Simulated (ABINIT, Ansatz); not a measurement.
# ZrSe3 (P2_1/m): bands and cutoff in G0W0 with ABINIT, part 2 of 2

Aim: raise bands and screening cutoff together for ZrSe3 (P2_1/m) and follow gap and time.

ABINIT 10.8.3; LDA and many-body steps on it, plane waves. Known limits of the many-body steps: not at the basis limit; no spin-orbit coupling; coarse k mesh.

So far. Step 3 (Screening, 2×4×1 mesh, 122 bands, screening to 62.6 eV): Local fields lower ε∞ by 13 %. On a Γ-centred mesh this coarse the value itself is usually too large, while a short band sum pulls it down. Step 4 (122 bands, 62.6 eV): The gap on the mesh goes from 0.29 eV to 0.78 eV, a correction of +0.48 eV.

### 6. 209 bands, 114.3 eV

This step: G0W0 on LDA, plane waves, norm-conserving pseudopotentials.

Contents of run.abi:

```
acell 3*1.0 Angstrom
rprim 
  5.410900000000 -0.000000000000 -0.000000000000
  -0.000000000000 3.748800000000 0.000000000000
  -1.229420909100 0.000000000000 9.363634990100
ntypat 2
znucl 40 34
natom 8
typat 1 1 2 2 2 2 2 2
xred 
  0.285000000000 0.250000000000 0.656000000000
  0.715000000000 0.750000000000 0.344000000000
  0.762000000000 0.250000000000 0.554000000000
  0.238000000000 0.750000000000 0.446000000000
  0.456000000000 0.250000000000 0.174000000000
  0.544000000000 0.750000000000 0.826000000000
  0.888000000000 0.250000000000 0.169000000000
  0.112000000000 0.750000000000 0.831000000000
pp_dirpath "pseudos"
pseudos "Zr.upf, Se.upf"
ecut 48
ngkpt 2 4 1
nshiftk 1
shiftk 0 0 0
kptopt 1
chksymbreak 0
istwfk *1
occopt 1
irdwfk 1
optdriver 4
nband 209
gwcalctyp 0
ecutsigx 48
symsigma 1
nkptgw 2
kptgw 
  0.0000000000 0.0000000000 0.0000000000
  0.5000000000 0.0000000000 0.0000000000
bdgw 
  83 86
  83 86
ecuteps 4.2
irdscr 1
ppmodel 1
indata_prefix "in"
outdata_prefix "out"
tmpdata_prefix "tmp"
```

Launch:

```sh
OMP_NUM_THREADS=1 mpirun -n 16 abinit run.abi > log
```

Numbers of over 12 decimals in the logs are rounded to 6 here.

What it wrote:

```text
.Version 10.8.3 of ABINIT. v10.8.2 released Aug 2026.

 Symmetries : space group P2_1/m (# 11); Bravais mP (primitive monocl.)
[... echo of the input left out ...]
== DATASET  1 ==================================================================
-   mpi_nproc: 16, omp_nthreads: 1 (-1 if OMP is not activated)

--- !DatasetInfo
iteration_state: {dtset: 1, }
dimensions: {natom: 8, nkpt: 6, mband: 209, nsppol: 1, nspinor: 1, nspden: 1, mpw: 20400, }
cutoff_energies: {ecut:  48.0, pawecutdg:  -1.0, }
electrons: {nelect:   1.68000000E+02, charge:   0.00000000E+00, occopt:   1.00000000E+00, tsmear:   1.00000000E-02, }

 SIGMA: Calculation of the GW corrections

 Based on a program developped by R.W. Godby, V. Olevano, G. Onida, and L. Reining.
 Incorporated in ABINIT by V. Olevano, G.-M. Rignanese, and M. Torrent.
.Using double precision arithmetic ; gwpc =  8

[... cell and pseudopotentials left out ...]
--------------------------------------------------------------------------------

 ==== K-mesh for the wavefunctions ====
 Number of points in the irreducible wedge :     6
[... list of points left out ...]
 Together with  4 symmetry operations and time-reversal symmetry
 yields     8 points in the full Brillouin Zone.

 ==== Q-mesh for screening function ====
 Number of points in the irreducible wedge :     6
[... list of points left out ...]
 Together with  4 symmetry operations and time-reversal symmetry
 yields     8 points in the full Brillouin Zone.

 vcoul_init : cutoff-mode = AUXILIARY_FUNCTION
 q-points for optical limit:   1
     1)      0.000010    0.000020    0.000030
 setmesh: FFT mesh size selected  =    72x   48x  120
          total number of points  =       414720

 Number of electrons calculated from density =  168.0000; Expected =  168.0000
[...]
number of omega for Sigma on real axis              0
 max omega for Sigma on real axis  [eV]           0.00
 zcut for avoiding poles [eV]                     0.10

 EPSILON^-1 parameters (SCR file):
 dimension of the eps^-1 matrix on file            521
 dimension of the eps^-1 matrix used               521
 number of plane-waves for wavefunctions         20343
 number of bands                                   209
 number of q-points in IBZ                           6
 number of frequencies                               2
 number of real frequencies                          1
 number of imag frequencies                          1

 matrix elements of self-energy operator (all in [eV])

 Perturbative Calculation

--- !SelfEnergy_ee
iteration_state: {dtset: 1, }
kpoint     : [   0.000,    0.000,    0.000, ]
spin       : 1
KS_gap     :    0.626
QP_gap     :    1.028
Delta_QP_KS:    0.401
data: !SigmaeeData |
     Band     E0 <VxcDFT>   SigX SigC(E0)      Z dSigC/dE  Sig(E)    E-E0       E
       83   6.127 -15.080 -16.276   1.862   0.794  -0.259 -14.551   0.530   6.656
       84   6.253 -15.341 -16.921   2.243   0.795  -0.258 -14.814   0.526   6.779
       85   6.879 -13.260  -8.379  -3.716   0.797  -0.254 -12.332   0.928   7.807
[...]
--- !SelfEnergy_ee
iteration_state: {dtset: 1, }
kpoint     : [   0.500,    0.000,    0.000, ]
spin       : 1
KS_gap     :    0.595
QP_gap     :    1.172
Delta_QP_KS:    0.577
data: !SigmaeeData |
     Band     E0 <VxcDFT>   SigX SigC(E0)      Z dSigC/dE  Sig(E)    E-E0       E
[...]
85   6.545 -14.133 -10.081  -2.762   0.793  -0.262 -13.111   1.022   7.567
       86   6.885 -14.406 -10.124  -2.896   0.792  -0.262 -13.308   1.098   7.983

== END DATASET(S) ==============================================================
================================================================================

 -outvars: echo values of variables after computation  --------
           etotal      0.0000000000E+00
            nband         209
             nkpt           6
          spgroup          11
 [... the other variables as echoed above ...]

 Calculation completed.
```

The job ended after 16 s (16 MPI ranks of Arm Neoverse V2, shared host; peak memory 7 GiB).

Numbers from this step:

```yaml
g0w0_gap_on_the_points_computed: 0.7880 eV
starting_gap_on_the_mesh: 0.2917 eV
k_of_the_valence_top: 0, 0, 0
k_of_the_conduction_bottom: 0.5, 0, 0
z_at_the_valence_top: 0.795
z_at_the_conduction_bottom: 0.793
least_direct_g0w0_gap_on_the_computed_points: 1.028 eV
```

Against G0W0 in ABINIT (2×4×1 mesh, 122 bands, screening to 62.6 eV, Godby-Needs plasmon pole), the gap moves by +0.012 eV.

### 7. Screening, 2×4×1 mesh, 392 bands, screening to 176.9 eV

This step: RPA screening on LDA, plane waves, norm-conserving pseudopotentials.

Changes to run.abi since step 6:

```diff
@@ -29,17 +29,8 @@
 irdwfk 1
-optdriver 4
-nband 209
-gwcalctyp 0
-ecutsigx 48
-symsigma 1
-nkptgw 2
-kptgw 
-  0.0000000000 0.0000000000 0.0000000000
-  0.5000000000 0.0000000000 0.0000000000
-bdgw 
-  83 86
-  83 86
-ecuteps 4.2
-irdscr 1
-ppmodel 1
+optdriver 3
+nband 392
+ecuteps 6.5
+inclvkb 2
+awtr 1
+symchi 1
 indata_prefix "in"
```

What it wrote:

```text
.Version 10.8.3 of ABINIT. v10.8.2 released Aug 2026.

 Symmetries : space group P2_1/m (# 11); Bravais mP (primitive monocl.)
[... echo of the input left out ...]
== DATASET  1 ==================================================================
-   mpi_nproc: 16, omp_nthreads: 1 (-1 if OMP is not activated)

--- !DatasetInfo
iteration_state: {dtset: 1, }
dimensions: {natom: 8, nkpt: 6, mband: 392, nsppol: 1, nspinor: 1, nspden: 1, mpw: 20400, }
cutoff_energies: {ecut:  48.0, pawecutdg:  -1.0, }
[...]
--------------------------------------------------------------------------------
[... chi0 elements left out ...]
 For q-point:  0.000010 0.000020 0.000030
  dielectric constant =  17.0383
  dielectric constant without local fields =  19.7580

  Average fulfillment of the sum rule on Im[epsilon] for q-point    1 :     41.37  [%]
[... wings left out ...]
  q-point number  2        q = ( 0.500000, 0.000000, 0.000000) [r.l.u.]
--------------------------------------------------------------------------------
[... chi0 elements left out ...]
  Average fulfillment of the sum rule on Im[epsilon] for q-point    2 :     42.48  [%]

 [... 4 further q-points ...]
```

The job ended after 8.3 min (16 MPI ranks; peak memory 24 GiB; 2.2 h of CPU time).

Numbers from this step:

- ε∞ with local fields, on this mesh, along the program's q direction: 17.04
- the same without local fields: 19.76
- plasma frequency: 34.92 eV
- plane waves in the screening matrix: 985

### 8. 392 bands, 176.9 eV

This step: G0W0 on LDA, plane waves, norm-conserving pseudopotentials.

Changes to run.abi since step 7:

```diff
@@ -29,8 +29,17 @@
 irdwfk 1
-optdriver 3
+optdriver 4
 nband 392
+gwcalctyp 0
+ecutsigx 48
+symsigma 1
+nkptgw 2
+kptgw 
+  0.0000000000 0.0000000000 0.0000000000
+  0.5000000000 0.0000000000 0.0000000000
+bdgw 
+  83 86
+  83 86
 ecuteps 6.5
-inclvkb 2
-awtr 1
-symchi 1
+irdscr 1
+ppmodel 1
 indata_prefix "in"
@@ -38 +47,2 @@
 tmpdata_prefix "tmp"
+gwmem 10
```

What it wrote:

```text
.Version 10.8.3 of ABINIT. v10.8.2 released Aug 2026.

 Symmetries : space group P2_1/m (# 11); Bravais mP (primitive monocl.)
[... echo of the input left out ...]
== DATASET  1 ==================================================================
-   mpi_nproc: 16, omp_nthreads: 1 (-1 if OMP is not activated)

--- !DatasetInfo
iteration_state: {dtset: 1, }
dimensions: {natom: 8, nkpt: 6, mband: 392, nsppol: 1, nspinor: 1, nspden: 1, mpw: 20400, }
cutoff_energies: {ecut:  48.0, pawecutdg:  -1.0, }
[...]
Band     E0 <VxcDFT>   SigX SigC(E0)      Z dSigC/dE  Sig(E)    E-E0       E
[...]
85   6.545 -14.133 -10.081  -3.236   0.791  -0.264 -13.488   0.645   7.190
       86   6.885 -14.406 -10.124  -3.385   0.790  -0.265 -13.697   0.709   7.594

== END DATASET(S) ==============================================================
================================================================================

 -outvars: echo values of variables after computation  --------
           etotal      0.0000000000E+00
            nband         392
             nkpt           6
          spgroup          11
 [... the other variables as echoed above ...]

 Calculation completed.
```

Run time: 56 s. Hardware: 16 MPI ranks; peak memory 8.8 GiB.

This step gave:

| Item | Value |
| --- | --- |
| G0W0 gap on the points computed | 0.8360 eV |
| starting gap on the mesh | 0.2917 eV |
| k of the valence top | 0, 0, 0 |
| k of the conduction bottom | 0.5, 0, 0 |
| least direct G0W0 gap on the computed points | 1.079 eV |

Against G0W0 in ABINIT (2×4×1 mesh, 209 bands, screening to 114.3 eV, Godby-Needs plasmon pole), the gap moves by +0.048 eV.

### 9. The runs together

Times are wall times on 16 MPI ranks of Arm Neoverse V2, shared host, good to a factor of about two. A run's time includes the screening step that it read.

| run | mesh | bands | screening cutoff (eV) | DFT gap (eV) | gap on the mesh (eV) | direct (eV) | ε∞ used | time |
| --- | --- | --- | --- | --- | --- | --- | --- | --- |
| 122 bands, 62.6 eV | 2×4×1 | 122 | 62.6 | 0.292 | 0.776 | 1.012 | 17.06 | 59 s |
| 209 bands, 114.3 eV | 2×4×1 | 209 | 114.3 | 0.292 | 0.788 | 1.028 | 17.05 | 2.6 min |
| 392 bands, 176.9 eV | 2×4×1 | 392 | 176.9 | 0.292 | 0.836 | 1.079 | 17.04 | 9.2 min |

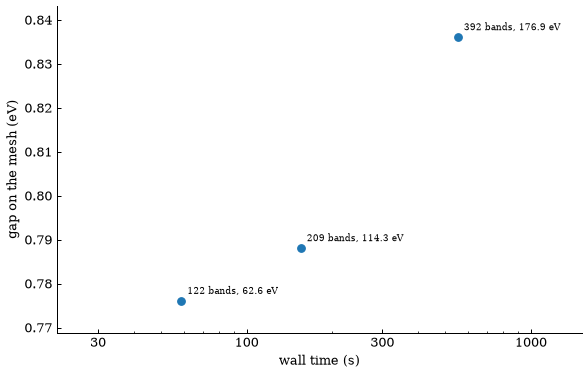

Result against wall time.

### 10. Results

| Quantity | Value |
| --- | --- |
| 122 bands, 62.6 eV | 0.776 eV |
| 209 bands, 114.3 eV | 0.788 eV |
| 392 bands, 176.9 eV | 0.836 eV |
| known limits | not at the basis limit; no spin-orbit coupling; coarse k mesh |

In words: From the first rung to the last the gap moves by +0.06 eV for 9.4 times the time. The steps are not yet shrinking, so no limit is drawn. In the G0W0 runs levels were corrected at 2 k points alone, so a gap called «on the mesh» is the least over those, and an edge elsewhere would be missed. The 2×4×1 mesh is coarse for this cell, which bears on the long-range parts of exchange and screening. The many-body steps are scalar-relativistic: spin-orbit coupling is not in them.

[Paths, hosts, dates, memory and timing lines, banners, echoed tables and standing remarks are left out of the program output.]

[Logs are printed without paths, hosts, clocks, repeated set-up lines and the standing remarks that a program may print on its own settings, such as how far it seeks lower states.]

[Runs of the session that timed out or met a known fault of the program may be left out.]

[Hosts, paths, dates, database ids (printed as entryN), source tags and the programs' standing remarks are cut or masked in the printed files.]

[G0W0 gaps are taken among the corrected bands and points alone; a level outside them can change the order at an edge.]

[Where Ansatz stands beside ABINIT at settings called matched, ABINIT's density can come from a denser mesh and the files from another edition; pairs whose starting gaps differed by over 0.03 eV were left out, so agreement reads better than it is.]
